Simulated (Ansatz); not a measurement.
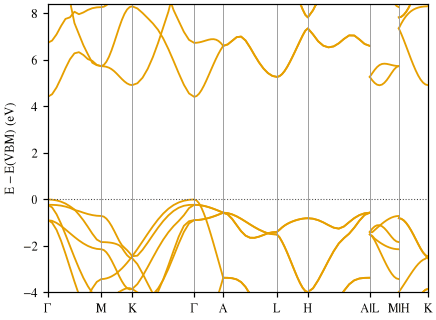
*Band structure from plane-wave PAW LDA (Ansatz code)*

Question: Read off the gap and where the band edges lie.

Answer: About 4.4 eV (4.42 eV by a search for the band edges); maximum at Γ, minimum at Γ.

Question: Pick the material that matches.
A) BN, P6_3/mmc (B on 2b, N on 2d)
B) BN, P6_3/mmc (B on 2d, N on 2c)
C) AlN, wurtzite
D) MgO, wurtzite

Answer: C, AlN, wurtzite

Space group P6_3mc (wurtzite). Symmetry was held in the LDA relaxation.

Potentials: the earlier of the program's two PAW sets. The files were generated under PBE; for other functionals the program regenerates the frozen cores, and for LDA and PBEsol the local potential too.
